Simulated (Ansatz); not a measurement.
## Sr2IrS4, from a guessed structure to a relaxed one

Starting from a made-up structure for Sr2IrS4, the aim is the relaxed cell, its shortest contacts and, where a second run follows, its electronic structure.

Calculated with Ansatz 0.2.0; DFT, PBE, plane-wave PAW, files of the set soft_1, scalar-relativistic, no spin, cell and ions relaxed at zero pressure; PAW set soft_1, in the first sound run; inputs show where later runs differ.

### Step 1. Set-up

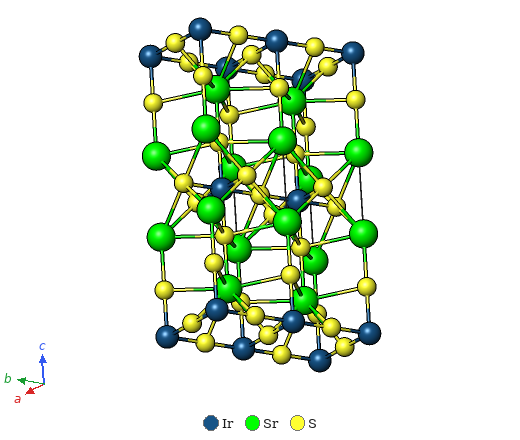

Start, viewed from a free direction; iridium blue, strontium green, sulfur yellow. 1×2×1 cells are drawn. This picture shows the conventional cell, with its axes. Some periodic images of atoms are drawn too.

Coordinates:

```cif
data_structure
_symmetry_space_group_name_H-M 'P 1'
_symmetry_Int_Tables_number 1
_cell_length_a 8.0431
_cell_length_b 8.0431
_cell_length_c 8.0431
_cell_angle_alpha 147.221
_cell_angle_beta 147.221
_cell_angle_gamma 47.037
_cell_volume 151.94
loop_
_atom_site_label
_atom_site_type_symbol
_atom_site_fract_x
_atom_site_fract_y
_atom_site_fract_z
_atom_site_occupancy
Ir1 Ir 0.00000 0.00000 0.00000 1
Sr2 Sr 0.35540 0.35540 0.00000 1
Sr3 Sr 0.64460 0.64460 0.00000 1
S4 S 0.16620 0.16620 0.00000 1
S5 S 0.83380 0.83380 0.00000 1
S6 S 0.50000 0.00000 0.50000 1
S7 S 0.00000 0.50000 0.50000 1
```

### Step 2. Relaxation of the guess

The guessed cell has no reason to be at equilibrium. It is relaxed with the atoms, within the space group of the guess.

Contents of input.yaml:

```yaml
crystal:
  lattice:
    - [-2.2695, 2.2695, 7.375]
    - [2.2695, -2.2695, 7.375]
    - [2.2695, 2.2695, -7.375]
  atoms:
    - { symbol: Ir, position: [0.0, 0.0, 0.0] }
    - { symbol: Sr, position: [0.3554, 0.3554, 0.0] }
    - { symbol: Sr, position: [0.6446, 0.6446, 0.0] }
    - { symbol: S, position: [0.1662, 0.1662, 0.0] }
    - { symbol: S, position: [0.8338, 0.8338, 0.0] }
    - { symbol: S, position: [0.5, 0.0, 0.5] }
    - { symbol: S, position: [0.0, 0.5, 0.5] }
kpoints:
  mp_grid: { grid: [8, 8, 8] }
scf:
  occupations: { method: fermi_dirac, width: 0.05 }
hamiltonian:
  xc: pbe
  pseudopotentials: { kind: paw, azcp: { folder: soft_1 } }
relax:
  f_tol: 0.015
  max_steps: 70
  cell: {}
output:
  forces: true
  stress: true
```

The run is started by

```console
ansatz run input.yaml --threads 4 --pin off --max-ram 10240MiB --backend cpu --events-out ev --progress --plain --runs-dir out
```

Numbers of over 12 decimals in the logs are rounded to 6 here.

The log of the run:

```text
basis.fft_grid_basis auto: the FFT boxes are laid along the combinations [[1, 0, 1], [0, 1, 1], [0, 0, 1]] of the cell's own vectors, 4.539, 4.539 and 8.043 Å long. The dense box has 32×32×54 points. Along the cell's own vectors, as sized, it would have 54×54×54, 2.85 times as many. Of the 16 symmetry operations that the crystal satisfies within crystal.symmetry.tolerance (time reversal apart; of a slab, those that k [...]
Engine: ansatz 0.2.0, aarch64-unknown-linux-gnu
Pseudopotentials: kind: paw
Pseudopotential: Ir, paw, valence charge 17, recommended cutoff 420 eV (normal), soft_1/Ir.paw.azcp
Pseudopotential: Sr, paw, valence charge 10, recommended cutoff 420 eV (normal), soft_1/Sr.paw.azcp
Pseudopotential: S, paw, valence charge 6, recommended cutoff 420 eV (normal), soft_1/S.paw.azcp
Functional definition: PBE
  parameter kappa = 0.804
  parameter beta = 0.066725
  exchange = pbe_x(kappa = kappa, mu = beta*pi^2/3)
  correlation = pbe_c(beta = beta)
Crystal: 7 atoms, lattice volume = 151.944 Å³
Basis set: ecut = 420 eV, 2961 PW (Γ), FFT grids on a1+a3, a2+a3, a3, exchange–correlation on 64×64×108 points (8 copies of the dense FFT grid, shifted against one another)
Bands: 38, of which v1, the nominal top of the filled ones, is band 31 counted from 1 (30 counted from 0)
Symmetry: 16 space group operations
Space group: I4/mmm (ITA 139), of the structure as read, at distance tolerance 5.3e-5 Å
k-points: 59 of 512
Non-local potential: Ir, projectors of the file, l = 0: 3, l = 1: 2, l = 2: 2, l = 3: 1
Non-local potential: Sr, projectors of the file, l = 0: 3, l = 1: 2, l = 2: 2
Non-local potential: S, projectors of the file, l = 0: 2, l = 1: 2, l = 2: 1
PAW form: soft (Blöchl's): semilocal exchange-correlation on the pseudo side does not see the compensation charge
PAW one-centre angular grid: Ir, 590 points (default); XC on 64 Gauss nodes
PAW one-centre angular grid: Sr, 110 points (default); XC on 64 Gauss nodes
PAW one-centre angular grid: S, 110 points (default); XC on 64 Gauss nodes
Initial density: superposition of atomic densities (chi_scale 0.1, normalization cell, long waves kept (reshape's long-wave potential 0.09 eV rms))
Initial wavefunctions: pseudopotential atomic-orbital guess
Functional: x = pbe(κ = 0.804, μ = 0.219515), c = pbe(β = 0.066725)
SCF iter   1: F=—  HF=-22645.415689 eV  |F-HF|=—  |Δ(HF+E_count)|=         —  Δρ=7.20e-2  dr2=2.57e1  ethr=3.10e-3  ⟨swp⟩=12.3  Hψ=13999  notcnv=0
preconditioner: auto → Kerker (q_TF=auto, 2.343 Å⁻¹)  [metal: Δε(μ)=0.013 eV  Ē_g=11.362 eV  σ=0.050 eV  W_gap=0.07  n_scr=32 (ndim 8)  ℏωp=21.1 eV  f_vac=0.000  D(μ)=5.30/eV (n_scr^D=32)]
SCF iter   2: F=—  HF=-22642.753209 eV  |F-HF|=—  |Δ(HF+E_count)|=    2.66e0  Δρ=3.85e-2  dr2=9.48e0  ethr=3.10e-3  ⟨swp⟩=3.2  Hψ=4426  notcnv=0  defer=48
SCF iter   3: F=—  HF=-22641.097252 eV  |F-HF|=—  |Δ(HF+E_count)|=    1.66e0  Δρ=1.01e-2  dr2=1.01e0  ethr=3.10e-3  ⟨swp⟩=4.6  Hψ=5545  notcnv=0  defer=66
SCF iter   4: F=—  HF=-22640.861429 eV  |F-HF|=—  |Δ(HF+E_count)|=   2.36e-1  Δρ=4.71e-3  dr2=8.68e-2  ethr=1.66e-3  ⟨swp⟩=3.9  Hψ=3983  notcnv=0  defer=90
SCF iter   5: F=—  HF=-22640.847249 eV  |F-HF|=—  |Δ(HF+E_count)|=   1.42e-2  Δρ=1.91e-3  dr2=1.92e-2  ethr=1.42e-4  ⟨swp⟩=3.4  Hψ=3534  notcnv=0  defer=90
SCF iter   6: F=—  HF=-22640.845289 eV  |F-HF|=—  |Δ(HF+E_count)|=   1.96e-3  Δρ=8.31e-4  dr2=2.89e-3  ethr=3.15e-5  ⟨swp⟩=2.5  Hψ=3146  notcnv=0  defer=90
SCF iter   7: F=—  HF=-22640.845349 eV  |F-HF|=—  |Δ(HF+E_count)|=   6.01e-5  Δρ=3.70e-4  dr2=2.64e-4  ethr=4.74e-6  ⟨swp⟩=2.8  Hψ=3778  notcnv=0  defer=90
SCF iter   8: F=—  HF=-22640.845488 eV  |F-HF|=—  |Δ(HF+E_count)|=   1.39e-4  Δρ=1.21e-4  dr2=3.40e-5  ethr=4.33e-7  ⟨swp⟩=2.8  Hψ=3989  notcnv=0  defer=90
SCF iter   9: F=—  HF=-22640.845534 eV  |F-HF|=—  |Δ(HF+E_count)|=   4.56e-5  Δρ=3.08e-5  dr2=1.78e-6  ethr=5.57e-8  ⟨swp⟩=2.1  Hψ=2874  notcnv=0  defer=90
SCF iter  10: F=—  HF=-22640.845535 eV  |F-HF|=—  |Δ(HF+E_count)|=   1.73e-6  Δρ=8.63e-6  dr2=1.71e-7  ethr=2.91e-9  ⟨swp⟩=2.3  Hψ=3378  notcnv=0  defer=90
SCF iter  11: F=-22640.845535 eV  HF=-22640.845535 eV  |F-HF|=2.49e-9  |Δ(HF+E_count)|=   1.21e-7  Δρ=2.49e-6  dr2=1.73e-8  ethr=1.64e-10  ⟨swp⟩=5.2  Hψ=8586  notcnv=0
SCF 1 converged in 11 iterations: F = -22640.845535 eV  dr2 = 1.73e-8
  greatest PAW one-centre occupation: 1.000 electrons in one spin orbital (limit 2), on the Ir atom at site 0 (counted from 0), in its partial waves of l = 0
relax step   1: F+E_penalty+E_count = -22640.84553543 eV  Δ(F+E_penalty+E_count) = +0.000e0 eV  max|allowed force component| = 1.056e-1 eV/Å  Δτ_max = 0.0000 Å  P = +6.152 GPa  Ω = 151.944 Å³  (11 SCF iters, dr2 threshold 1.00e-7 eV, accepted)
Crystal: 7 atoms, lattice volume = 166.847 Å³
Basis set: ecut = 420 eV, 3241 PW (Γ), FFT grids on a1+a3, a2+a3, a3, exchange–correlation on 64×64×108 points (8 copies of the dense FFT grid, shifted against one another)
Initial density: handed on by an earlier stage of this run
Initial wavefunctions: those handed on with the density
iter 1 solved again at ethr=9.21e-4 eV; its pass at ethr=3.10e-3 eV (dr2=5.62e-1 eV) is discarded
SCF iter   1: F=—  HF=-22641.130690 eV  |F-HF|=—  |Δ(HF+E_count)|=         —  Δρ=1.04e-2  dr2=5.79e-1  ethr=9.21e-4  ⟨swp⟩=2.1  Hψ=12624  notcnv=0
preconditioner: auto → LDOS  [metal: Δε(μ)=0.001 eV  Ē_g=11.264 eV  σ=0.050 eV  W_gap=0.00  n_scr=32 (ndim 8)  ℏωp=20.1 eV  f_vac=0.013  D(μ)=8.20/eV (n_scr^D=62)  β→1.0]
SCF iter   2: F=—  HF=-22641.075389 eV  |F-HF|=—  |Δ(HF+E_count)|=   5.53e-2  Δρ=7.84e-3  dr2=1.35e-1  ethr=9.21e-4  ⟨swp⟩=3.3  Hψ=3632  notcnv=0
SCF iter   3: F=—  HF=-22641.057412 eV  |F-HF|=—  |Δ(HF+E_count)|=   1.80e-2  Δρ=4.74e-3  dr2=8.09e-2  ethr=2.21e-4  ⟨swp⟩=3.0  Hψ=4139  notcnv=0  defer=47
SCF iter   4: F=—  HF=-22641.049924 eV  |F-HF|=—  |Δ(HF+E_count)|=   7.49e-3  Δρ=2.66e-3  dr2=2.73e-2  ethr=1.33e-4  ⟨swp⟩=1.0  Hψ=2347  notcnv=0  defer=47
SCF iter   5: F=—  HF=-22641.046960 eV  |F-HF|=—  |Δ(HF+E_count)|=   2.96e-3  Δρ=1.29e-3  dr2=5.03e-3  ethr=4.48e-5  ⟨swp⟩=1.2  Hψ=2258  notcnv=0  defer=47
SCF iter   6: F=—  HF=-22641.046400 eV  |F-HF|=—  |Δ(HF+E_count)|=   5.60e-4  Δρ=3.83e-4  dr2=4.43e-4  ethr=8.24e-6  ⟨swp⟩=2.0  Hψ=2536  notcnv=0  defer=47
SCF iter   7: F=—  HF=-22641.046466 eV  |F-HF|=—  |Δ(HF+E_count)|=   6.59e-5  Δρ=1.33e-4  dr2=5.93e-5  ethr=7.26e-7  ⟨swp⟩=2.1  Hψ=3065  notcnv=0  defer=47
SCF iter   8: F=—  HF=-22641.046459 eV  |F-HF|=—  |Δ(HF+E_count)|=   6.79e-6  Δρ=4.54e-5  dr2=5.64e-6  ethr=9.72e-8  ⟨swp⟩=2.4  Hψ=3406  notcnv=0  defer=47
SCF iter   9: F=-22641.046459 eV  HF=-22641.046459 eV  |F-HF|=4.50e-8  |Δ(HF+E_count)|=   2.15e-7  Δρ=1.13e-5  dr2=2.32e-7  ethr=1.15e-9  ⟨swp⟩=4.2  Hψ=10045  notcnv=0
SCF 2 converged in 9 iterations: F = -22641.046459 eV  dr2 = 2.32e-7
relax step   2: F+E_penalty+E_count = -22641.04645872 eV  Δ(F+E_penalty+E_count) = -2.009e-1 eV  max|allowed force component| = 1.194e-1 eV/Å  Δτ_max = 0.0652 Å  P = -0.984 GPa  Ω = 166.847 Å³  energy of the carried Pulay correction = -1.737e-3 eV  (9 SCF iters, dr2 threshold 7.00e-7 eV, accepted)
Crystal: 7 atoms, lattice volume = 164.387 Å³
Basis set: ecut = 420 eV, 3201 PW (Γ), FFT grids on a1+a3, a2+a3, a3, exchange–correlation on 64×64×108 points (8 copies of the dense FFT grid, shifted against one another)
iter 1 solved again at ethr=3.21e-5 eV; its pass at ethr=3.10e-3 eV (dr2=1.96e-2 eV) is discarded
SCF iter   1: F=—  HF=-22641.066981 eV  |F-HF|=—  |Δ(HF+E_count)|=         —  Δρ=2.59e-3  dr2=2.03e-2  ethr=3.21e-5  ⟨swp⟩=2.6  Hψ=13416  notcnv=0
preconditioner: auto → Kerker (q_TF=auto, 2.313 Å⁻¹)  [metal: Δε(μ)=0.004 eV  Ē_g=11.250 eV  σ=0.050 eV  W_gap=0.02  n_scr=32 (ndim 8)  ℏωp=20.3 eV  f_vac=0.007  D(μ)=7.77/eV (n_scr^D=62)]
SCF iter   2: F=—  HF=-22641.064124 eV  |F-HF|=—  |Δ(HF+E_count)|=   2.86e-3  Δρ=1.32e-3  dr2=7.69e-3  ethr=3.21e-5  ⟨swp⟩=1.0  Hψ=2242  notcnv=0
SCF iter   3: F=—  HF=-22641.062396 eV  |F-HF|=—  |Δ(HF+E_count)|=   1.73e-3  Δρ=3.22e-4  dr2=5.60e-4  ethr=1.26e-5  ⟨swp⟩=2.4  Hψ=3489  notcnv=0
SCF iter   4: F=—  HF=-22641.062380 eV  |F-HF|=—  |Δ(HF+E_count)|=   1.54e-5  Δρ=1.47e-4  dr2=1.08e-4  ethr=9.18e-7  ⟨swp⟩=1.8  Hψ=2939  notcnv=0
SCF iter   5: F=—  HF=-22641.062369 eV  |F-HF|=—  |Δ(HF+E_count)|=   1.16e-5  Δρ=5.03e-5  dr2=1.76e-5  ethr=1.76e-7  ⟨swp⟩=2.4  Hψ=3423  notcnv=0
SCF iter   6: F=—  HF=-22641.062369 eV  |F-HF|=—  |Δ(HF+E_count)|=   5.48e-7  Δρ=2.04e-5  dr2=2.45e-6  ethr=2.89e-8  ⟨swp⟩=2.3  Hψ=3631  notcnv=0
SCF iter   7: F=-22641.062370 eV  HF=-22641.062370 eV  |F-HF|=6.39e-8  |Δ(HF+E_count)|=   2.72e-7  Δρ=8.42e-6  dr2=3.29e-7  ethr=1.15e-9  ⟨swp⟩=5.5  Hψ=8596  notcnv=0
SCF 3 converged in 7 iterations: F = -22641.062370 eV  dr2 = 3.29e-7
relax step   3: F+E_penalty+E_count = -22641.06236963 eV  Δ(F+E_penalty+E_count) = -1.591e-2 eV  max|allowed force component| = 4.104e-2 eV/Å  Δτ_max = 0.0312 Å  P = -0.179 GPa  Ω = 164.387 Å³  energy of the carried Pulay correction = -1.462e-3 eV  (7 SCF iters, dr2 threshold 7.00e-7 eV, accepted)
Crystal: 7 atoms, lattice volume = 163.962 Å³
Basis set: ecut = 420 eV, 3193 PW (Γ), FFT grids on a1+a3, a2+a3, a3, exchange–correlation on 64×64×108 points (8 copies of the dense FFT grid, shifted against one another)
iter 1 solved again at ethr=4.95e-7 eV; its pass at ethr=3.10e-3 eV (dr2=3.02e-4 eV) is discarded
SCF iter   1: F=—  HF=-22641.062805 eV  |F-HF|=—  |Δ(HF+E_count)|=         —  Δρ=3.02e-4  dr2=4.44e-4  ethr=4.95e-7  ⟨swp⟩=3.0  Hψ=11947  notcnv=0
preconditioner: auto → Kerker (q_TF=auto, 2.314 Å⁻¹)  [metal: Δε(μ)=0.009 eV  Ē_g=11.256 eV  σ=0.050 eV  W_gap=0.04  n_scr=32 (ndim 8)  ℏωp=20.3 eV  f_vac=0.007  D(μ)=7.65/eV (n_scr^D=62)]
SCF iter   2: F=—  HF=-22641.062770 eV  |F-HF|=—  |Δ(HF+E_count)|=   3.49e-5  Δρ=1.51e-4  dr2=1.52e-4  ethr=4.95e-7  ⟨swp⟩=1.0  Hψ=2242  notcnv=0
SCF iter   3: F=—  HF=-22641.062826 eV  |F-HF|=—  |Δ(HF+E_count)|=   5.66e-5  Δρ=3.30e-5  dr2=9.60e-6  ethr=2.49e-7  ⟨swp⟩=1.9  Hψ=2516  notcnv=0
SCF iter   4: F=—  HF=-22641.062825 eV  |F-HF|=—  |Δ(HF+E_count)|=   1.61e-6  Δρ=1.81e-5  dr2=8.99e-7  ethr=1.57e-8  ⟨swp⟩=2.2  Hψ=3244  notcnv=0
iter 5 did not close the SCF: its close was put off for the readings that it lacked (scf_convergence_deferred on its scf_iter line)
SCF iter   5: F=-22641.062824 eV  HF=-22641.062824 eV  |F-HF|=4.83e-8  |Δ(HF+E_count)|=   1.55e-7  Δρ=5.22e-6  dr2=9.65e-8  ethr=1.47e-9  ⟨swp⟩=2.2  Hψ=3309  notcnv=0
SCF iter   6: F=-22641.062824 eV  HF=-22641.062824 eV  |F-HF|=7.16e-9  |Δ(HF+E_count)|=   4.69e-9  Δρ=1.85e-6  dr2=2.01e-8  ethr=1.58e-10  ⟨swp⟩=3.0  Hψ=8742  notcnv=0
SCF 4 converged in 6 iterations: F = -22641.062824 eV  dr2 = 2.01e-8
relax step   4: F+E_penalty+E_count = -22641.06282448 eV  Δ(F+E_penalty+E_count) = -4.548e-4 eV  max|allowed force component| = 2.483e-3 eV/Å  Δτ_max = 0.0020 Å  P = +0.028 GPa  Ω = 163.962 Å³  energy of the carried Pulay correction = -1.414e-3 eV  (6 SCF iters, dr2 threshold 2.71e-7 eV, accepted)
Crystal: 7 atoms, lattice volume = 164.013 Å³
iter 1 solved again at ethr=8.86e-8 eV; its pass at ethr=3.10e-3 eV (dr2=5.40e-5 eV) is discarded
SCF iter   1: F=—  HF=-22641.062779 eV  |F-HF|=—  |Δ(HF+E_count)|=         —  Δρ=1.33e-4  dr2=5.37e-5  ethr=8.86e-8  ⟨swp⟩=3.0  Hψ=12880  notcnv=0
preconditioner: auto → Kerker (q_TF=auto, 2.314 Å⁻¹)  [metal: Δε(μ)=0.007 eV  Ē_g=11.254 eV  σ=0.050 eV  W_gap=0.04  n_scr=32 (ndim 8)  ℏωp=20.3 eV  f_vac=0.007  D(μ)=7.74/eV (n_scr^D=62)]
SCF iter   2: F=—  HF=-22641.062856 eV  |F-HF|=—  |Δ(HF+E_count)|=   7.64e-5  Δρ=7.50e-5  dr2=2.18e-5  ethr=8.80e-8  ⟨swp⟩=1.0  Hψ=2242  notcnv=0
SCF iter   3: F=—  HF=-22641.062844 eV  |F-HF|=—  |Δ(HF+E_count)|=   1.21e-5  Δρ=1.88e-5  dr2=1.38e-6  ethr=3.58e-8  ⟨swp⟩=2.6  Hψ=3490  notcnv=0
SCF iter   4: F=—  HF=-22641.062846 eV  |F-HF|=—  |Δ(HF+E_count)|=   2.19e-6  Δρ=5.00e-6  dr2=1.20e-7  ethr=2.27e-9  ⟨swp⟩=2.5  Hψ=3499  notcnv=0
SCF iter   5: F=—  HF=-22641.062846 eV  |F-HF|=—  |Δ(HF+E_count)|=  5.06e-10  Δρ=1.99e-6  dr2=1.75e-8  ethr=1.96e-10  ⟨swp⟩=2.4  Hψ=3746  notcnv=0
SCF iter   6: F=-22641.062846 eV  HF=-22641.062846 eV  |F-HF|=5.53e-10  |Δ(HF+E_count)|=   3.21e-9  Δρ=8.56e-7  dr2=3.31e-9  ethr=1.24e-11  ⟨swp⟩=5.2  Hψ=8501  notcnv=0
SCF 5 converged in 6 iterations: F = -22641.062846 eV  dr2 = 3.31e-9
relax step   5: F+E_penalty+E_count = -22641.06284600 eV  Δ(F+E_penalty+E_count) = -2.151e-5 eV  max|allowed force component| = 7.745e-4 eV/Å  Δτ_max = 0.0008 Å  P = -0.005 GPa  Ω = 164.013 Å³  energy of the carried Pulay correction = -1.419e-3 eV  (6 SCF iters, dr2 threshold 7.58e-9 eV, accepted)
Basis set: ecut = 420 eV, 3193 PW (Γ), FFT grids on a1+a3, a2+a3, a3, exchange–correlation on 64×64×120 points (8 copies of the dense FFT grid, shifted against one another)
Initial wavefunctions: pseudopotential atomic-orbital guess (no wavefunctions were taken with the density)
iter 1 solved again at ethr=9.20e-7 eV; its pass at ethr=3.10e-3 eV (dr2=5.61e-4 eV) is discarded
SCF iter   1: F=—  HF=-22641.063563 eV  |F-HF|=—  |Δ(HF+E_count)|=         —  Δρ=1.90e-4  dr2=2.39e-6  ethr=9.20e-7  ⟨swp⟩=4.0  Hψ=20208  notcnv=0
preconditioner: auto → Kerker (q_TF=auto, 2.314 Å⁻¹)  [metal: Δε(μ)=0.009 eV  Ē_g=11.254 eV  σ=0.050 eV  W_gap=0.04  n_scr=32 (ndim 8)  ℏωp=20.3 eV  f_vac=0.006  D(μ)=7.72/eV (n_scr^D=62)]
SCF iter   2: F=—  HF=-22641.064121 eV  |F-HF|=—  |Δ(HF+E_count)|=   5.58e-4  Δρ=9.67e-5  dr2=5.99e-7  ethr=3.92e-9  ⟨swp⟩=3.0  Hψ=4742  notcnv=0
SCF iter   3: F=—  HF=-22641.064300 eV  |F-HF|=—  |Δ(HF+E_count)|=   1.79e-4  Δρ=2.81e-6  dr2=2.14e-9  ethr=9.83e-10  ⟨swp⟩=2.0  Hψ=4058  notcnv=0
SCF iter   4: F=—  HF=-22641.064300 eV  |F-HF|=—  |Δ(HF+E_count)|=   7.86e-8  Δρ=4.88e-7  dr2=4.34e-10  ethr=3.51e-12  ⟨swp⟩=2.9  Hψ=4504  notcnv=0
SCF iter   5: F=—  HF=-22641.064300 eV  |F-HF|=—  |Δ(HF+E_count)|=  4.69e-10  Δρ=1.56e-7  dr2=1.05e-10  ethr=1.00e-12  ⟨swp⟩=1.1  Hψ=2412  notcnv=0
SCF iter   6: F=-22641.064300 eV  HF=-22641.064300 eV  |F-HF|=1.46e-11  |Δ(HF+E_count)|=    0.00e0  Δρ=6.90e-8  dr2=2.55e-11  ethr=1.00e-12  ⟨swp⟩=5.0  Hψ=8371  notcnv=0
SCF 6 converged in 6 iterations: F = -22641.064300 eV  dr2 = 2.55e-11
relax step   6: F+E_penalty+E_count = -22641.06429991 eV  Δ(F+E_penalty+E_count) = -1.454e-3 eV  max|allowed force component| = 8.923e-4 eV/Å  Δτ_max = 0.0000 Å  P = -0.004 GPa  Ω = 164.013 Å³  stress off target by 1.40e-2 GPa  SCF on the basis re-selected at this cell (its energy is not comparable with the rows above)  (6 SCF iters)
basis re-selected at this cell: Δ(F+E_penalty+E_count) = -1.454e-3 eV, ΔP = +0.002 GPa vs the last step (what re-selecting the basis moved, of the pressure what is left beyond the Pulay correction that the steps carried, after the strain that the cell walked since its last selection, with what the two solves' SCF thresholds leave and, on support functions, any second-order correction that the steps lacked; it is no measure of the basis error at this ecutwfc). The dense FFT grid was sized anew with the basis: this SCF ran on 32×32×60 points, the steps before it on 32×32×54, so part of this shift can come from that change (see relax.cell in the input reference). [rest of the remark cut]
SCF converged after 6 iterations
Free energy (F): -22641.064300 eV
Harris-Foulkes:  -22641.064300 eV  (|F-HF|=1.46e-11)
Internal energy: -22641.005182 eV  (E = F + TS)
E sigma→0 (E₀):  -22641.034741 eV
Entropy (-TS):   -0.059118 eV (-8.445 meV/atom)
Fermi energy:    7.893009 eV
--- Per-component energies (eV) ---
  E_band       = -507.275610
  E_kinetic    = 1430.081744
  E_local      = -4822.959682  (includes V_loc(G=0)·N_el)
  E_nonlocal   = 792.830820
  E_hartree    = 1698.569647
  E_xc         = -937.706882
  E_vxc        = -900.266740  (∫ρ·V_xc dr)
  E_paw        = -17079.831794  (= ΣΔE_a)
  E_vpaw       = -404.101196  (= ΣTr[D̂ρ^β])
  E_aug_tail   = 0.000331  (compensation charges beyond the density's cutoff)
  E_ewald      = -3721.989367
  E_smearing   = -0.059118  (= −TS)
  E_closure    = -0.000000  (closes the sum)
  Σ components = -22641.064300   (vs F -22641.064300, Δ=0.00e0)
--- Forces (eV/Å), atoms counted from 1 ---
  atom   1  Ir    -0.00000000     0.00000000     0.00000000
  atom   2  Sr     0.00000000     0.00000000    -0.00089227
  atom   3  Sr     0.00000000     0.00000000     0.00089227
  atom   4  S      0.00000000    -0.00000000    -0.00031658
  atom   5  S     -0.00000000    -0.00000000     0.00031658
  atom   6  S      0.00000000     0.00000000    -0.00000000
  atom   7  S     -0.00000000     0.00000000     0.00000000
  max |Σ_I F_I| component: 2.32e-17 eV/Å
--- Stress (GPa, compression-positive) ---
       -0.012915       0.000000       0.000000
        0.000000      -0.012915      -0.000000
        0.000000       0.000000       0.014030
  P = ⅓ Tr σ = -0.0039 GPa (-0.039 kbar)
--- Relaxed structure (5 steps of the walk, 5 accepted, 1 SCFs on fresh bases) ---
  F+E_penalty+E_count = -22641.06429991 eV   max|allowed force component| = 8.923e-4 eV/Å   (the final SCF, on the basis selected at the relaxed cell)
  cell:  # Å, volume = 164.0135 Å³
    - [-2.322735, 2.322735, 7.600119]
    - [2.322735, -2.322735, 7.600119]
    - [2.322735, 2.322735, -7.600119]
  atoms:
    - { symbol: Ir, position: [-1.3440956714590269e-19, -1.3440956714590269e-19, 0] }
    - { symbol: Sr, position: [0.356096, 0.356096, 0] }
    - { symbol: Sr, position: [0.643904, 0.643904, 0] }
    - { symbol: S, position: [0.163464, 0.163464, 0] }
    - { symbol: S, position: [0.836536, 0.836536, 0] }
    - { symbol: S, position: [0.5, -1.3440956714590269e-19, 0.5] }
    - { symbol: S, position: [-1.344095671459027e-19, 0.5, 0.5] }
```

Elapsed: 25 s, on 4 threads of Arm Neoverse V2, shared host; peak memory 0.64 GiB.

This run has no spin polarisation although its electron count is odd.

[end of part 1 of 2]

[Logs are printed without paths, hosts, clocks, repeated set-up lines and the standing remarks that a program may print on its own settings, such as how far it seeks lower states.]

[Hosts, paths, dates, database ids (printed as entryN), source tags and the programs' standing remarks are cut or masked in the printed files.]
